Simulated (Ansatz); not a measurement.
Frequency calculation of RuO4

System: RuO4, SMILES [O]=[Ru](=[O])(=[O])=[O].
Method: HF/3-21G, RHF (Ansatz 0.2.0).

The geometry was optimised with HF/3-21G. Figures and captions count atoms from 1; the log counts them from 0 in places.

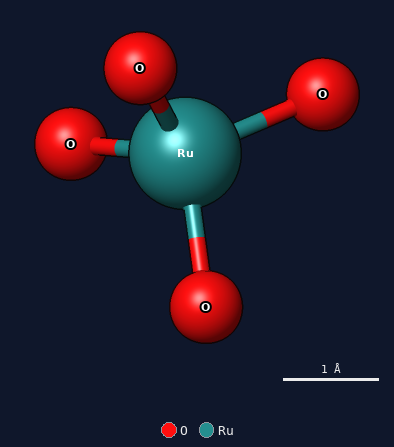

Fig. 1: The structure (ball-and-stick view, seen at a tilt). Sticks mark near contacts. Bond lengths as drawn: O–Ru 1.69 Å.

The input
```yaml
crystal:
  periodic: [false, false, false]
  atoms:
    - {symbol: O, position_ang: [-0.854237, -0.291597, 1.430400]}
    - {symbol: Ru, position_ang: [0.000000, -0.000000, 0.000000]}
    - {symbol: O, position_ang: [1.423079, -0.914129, -0.003152]}
    - {symbol: O, position_ang: [-0.954394, -0.438012, -1.325923]}
    - {symbol: O, position_ang: [0.385553, 1.643739, -0.101325]}
basis:
  gaussian:
    orbitals: 3-21G.json
hamiltonian:
  xc: hf
phonons:
  temperatures: {t_min: 298.15, t_max: 298.15, t_step: 1}
```

Command:
```bash
ansatz run input.yaml --threads 1 --pin off --max-ram 3480MiB --events-out events.jsonl --progress --plain --runs-dir runs
```

The program's output
```
Functional definition: HF
  name "HF"
  exchange = exact_x
  correlation = 0
888 factors; integrals over basis functions are off by at most 1.8e-4 eV
mean field evaluation 1: about -128368.9800 eV, gradient 9.8e1 eV
mean field evaluation 2: about -128369.1508 eV, gradient 9.8e1 eV
mean field evaluation 4: about -128386.6870 eV, gradient 8.4e0 eV
mean field evaluation 8: about -128386.8693 eV, gradient 5.6e-1 eV
mean field evaluation 16: about -128374.4946 eV, gradient 5.2e1 eV
mean field evaluation 32: about -128380.6278 eV, gradient 1.2e1 eV
mean field evaluation 64: about -128360.6804 eV, gradient 7.7e1 eV
mean field evaluation 96: about -128381.3745 eV, gradient 4.1e0 eV
mean field evaluation 128: about -128367.8703 eV, gradient 9.0e1 eV
mean field evaluation 160: about -128381.4589 eV, gradient 8.9e0 eV
mean field evaluation 192: about -128361.2509 eV, gradient 9.8e1 eV
mean field evaluation 224: about -128377.6062 eV, gradient 5.5e0 eV
mean field -128386.87388246 eV, -4718.1305914319 hartree, gradient 4.8e-5 eV, S^2 0.000000; 0 other end points of the search recorded, 0 dependent functions left out
the calculation of the forces begins
reference -128386.87388246 eV, -4718.1305914319 hartree; 38, 38 occupied and 37, 37 virtual orbitals, 888 factors
these checks for a lower state are left out or cut short: stability, starts, cluster_reference, orbital_swaps, neighbouring_geometries, increment
888 factors; integrals over basis functions are off by at most 1.8e-4 eV
mean field -128386.87385668 eV, -4718.1305904844 hartree, gradient 2.4e-6 eV, S^2 0.000000; 0 other end points of the search recorded, 0 dependent functions left out
the calculation of the forces begins
reference -128386.87385668 eV, -4718.1305904844 hartree; 38, 38 occupied and 37, 37 virtual orbitals, 888 factors
these checks for a lower state are left out or cut short: stability, starts, cluster_reference, orbital_swaps, neighbouring_geometries, increment
888 factors; integrals over basis functions are off by at most 1.8e-4 eV
mean field evaluation 256: about -128386.8739 eV, gradient 7.5e-3 eV
mean field -128386.87385537 eV, -4718.1305904361 hartree, gradient 2.4e-6 eV, S^2 0.000000; 0 other end points of the search recorded, 0 dependent functions left out
the calculation of the forces begins
reference -128386.87385537 eV, -4718.1305904361 hartree; 38, 38 occupied and 37, 37 virtual orbitals, 888 factors
these checks for a lower state are left out or cut short: stability, starts, cluster_reference, orbital_swaps, neighbouring_geometries, increment
888 factors; integrals over basis functions are off by at most 1.8e-4 eV
mean field -128386.87380905 eV, -4718.1305887341 hartree, gradient 2.4e-6 eV, S^2 0.000000; 0 other end points of the search recorded, 0 dependent functions left out
the calculation of the forces begins
reference -128386.87380905 eV, -4718.1305887341 hartree; 38, 38 occupied and 37, 37 virtual orbitals, 888 factors
these checks for a lower state are left out or cut short: stability, starts, cluster_reference, orbital_swaps, neighbouring_geometries, increment
888 factors; integrals over basis functions are off by at most 1.8e-4 eV
mean field -128386.87380697 eV, -4718.1305886573 hartree, gradient 2.5e-6 eV, S^2 0.000000; 0 other end points of the search recorded, 0 dependent functions left out
the calculation of the forces begins
reference -128386.87380697 eV, -4718.1305886573 hartree; 38, 38 occupied and 37, 37 virtual orbitals, 888 factors
these checks for a lower state are left out or cut short: stability, starts, cluster_reference, orbital_swaps, neighbouring_geometries, increment
888 factors; integrals over basis functions are off by at most 1.8e-4 eV
mean field evaluation 288: about -128386.8737 eV, gradient 2.5e-6 eV
mean field -128386.87367594 eV, -4718.1305838423 hartree, gradient 2.5e-6 eV, S^2 0.000000; 0 other end points of the search recorded, 0 dependent functions left out
the calculation of the forces begins
reference -128386.87367594 eV, -4718.1305838423 hartree; 38, 38 occupied and 37, 37 virtual orbitals, 888 factors
these checks for a lower state are left out or cut short: stability, starts, cluster_reference, orbital_swaps, neighbouring_geometries, increment
888 factors; integrals over basis functions are off by at most 1.8e-4 eV
mean field -128386.87367585 eV, -4718.1305838388 hartree, gradient 2.5e-6 eV, S^2 0.000000; 0 other end points of the search recorded, 0 dependent functions left out
the calculation of the forces begins
reference -128386.87367585 eV, -4718.1305838388 hartree; 38, 38 occupied and 37, 37 virtual orbitals, 888 factors
these checks for a lower state are left out or cut short: stability, starts, cluster_reference, orbital_swaps, neighbouring_geometries, increment
888 factors; integrals over basis functions are off by at most 1.8e-4 eV
mean field -128386.87373959 eV, -4718.1305861814 hartree, gradient 2.5e-6 eV, S^2 0.000000; 0 other end points of the search recorded, 0 dependent functions left out
the calculation of the forces begins
reference -128386.87373959 eV, -4718.1305861814 hartree; 38, 38 occupied and 37, 37 virtual orbitals, 888 factors
these checks for a lower state are left out or cut short: stability, starts, cluster_reference, orbital_swaps, neighbouring_geometries, increment
888 factors; integrals over basis functions are off by at most 1.8e-4 eV
mean field -128386.87373773 eV, -4718.1305861132 hartree, gradient 2.5e-6 eV, S^2 0.000000; 0 other end points of the search recorded, 0 dependent functions left out
the calculation of the forces begins
reference -128386.87373773 eV, -4718.1305861132 hartree; 38, 38 occupied and 37, 37 virtual orbitals, 888 factors
these checks for a lower state are left out or cut short: stability, starts, cluster_reference, orbital_swaps, neighbouring_geometries, increment
888 factors; integrals over basis functions are off by at most 1.8e-4 eV
mean field evaluation 320: about -128386.8726 eV, gradient 8.2e-1 eV
mean field -128386.87386709 eV, -4718.1305908668 hartree, gradient 2.4e-6 eV, S^2 0.000000; 0 other end points of the search recorded, 0 dependent functions left out
the calculation of the forces begins
reference -128386.87386709 eV, -4718.1305908668 hartree; 38, 38 occupied and 37, 37 virtual orbitals, 888 factors
these checks for a lower state are left out or cut short: stability, starts, cluster_reference, orbital_swaps, neighbouring_geometries, increment
888 factors; integrals over basis functions are off by at most 1.8e-4 eV
mean field -128386.87386629 eV, -4718.1305908375 hartree, gradient 2.5e-6 eV, S^2 0.000000; 0 other end points of the search recorded, 0 dependent functions left out
the calculation of the forces begins
reference -128386.87386629 eV, -4718.1305908375 hartree; 38, 38 occupied and 37, 37 virtual orbitals, 888 factors
Total energy: -128386.87388246 eV, -4718.1305914319 hartree
Atom 0 at    -0.854237    -0.291597     1.430400 Å, force     0.000403     0.000139    -0.000677 eV/Å
Atom 1 at     0.000000     0.000000     0.000000 Å, force    -0.000002     0.000004    -0.000004 eV/Å
Atom 2 at     1.423079    -0.914129    -0.003152 Å, force    -0.000673     0.000433     0.000001 eV/Å
Atom 3 at    -0.954394    -0.438012    -1.325923 Å, force     0.000454     0.000207     0.000631 eV/Å
Atom 4 at     0.385553     1.643739    -0.101325 Å, force    -0.000183    -0.000782     0.000049 eV/Å
Dipole moment:     0.000000    -0.000000     0.000000 e Å
Vibrations: 324.42 324.43 324.43 340.23 340.24 960.67 960.67 960.67 1016.10 cm⁻¹, zero-point energy 0.344171 eV
```

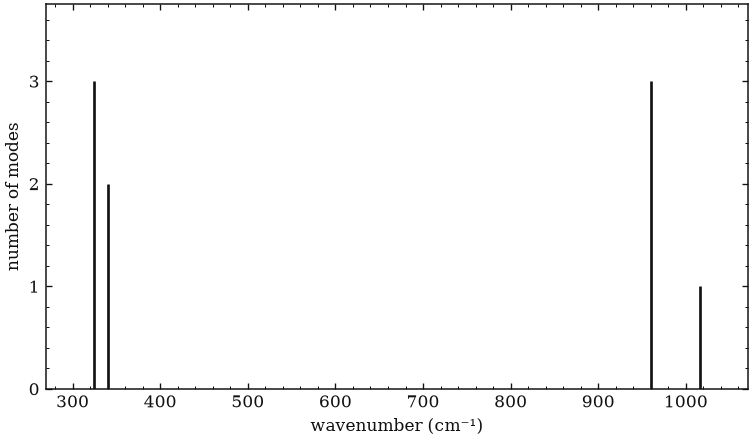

Fig. 2: Harmonic vibrational wavenumbers from the force constants; neighbouring modes closer than 3 cm⁻¹ are counted in one stick. 9 modes from 324 to 1016 cm⁻¹, none imaginary.

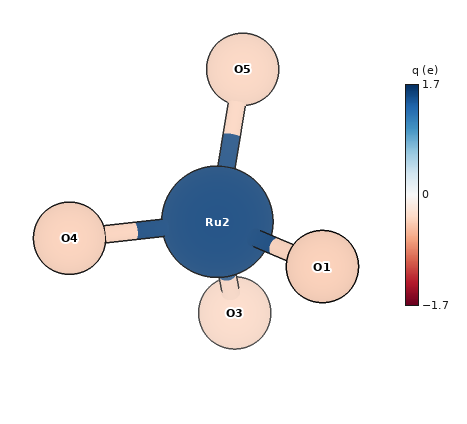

Fig. 3: Mulliken charges, as the colour of each atom (ball-and-stick view, seen at a tilt; atoms are numbered from 1 in the order of the input; Mulliken charges depend strongly on the basis). By element: O −0.39 and Ru +1.57 e.

Results in brief

- outcome: converged
- total energy: −4718.130591 hartree
- basis functions: 75
- largest force: 0.001 eV/Å
- zero-point energy: 0.012648 hartree
- dipole moment: 0.00 D
- wavenumbers, lowest and highest: 324 and 1016 cm⁻¹
- hardware: 1 thread of Arm Neoverse V2, 112 GiB of memory available, shared host
- wall time: 23 s
- peak memory: 0.19 GiB
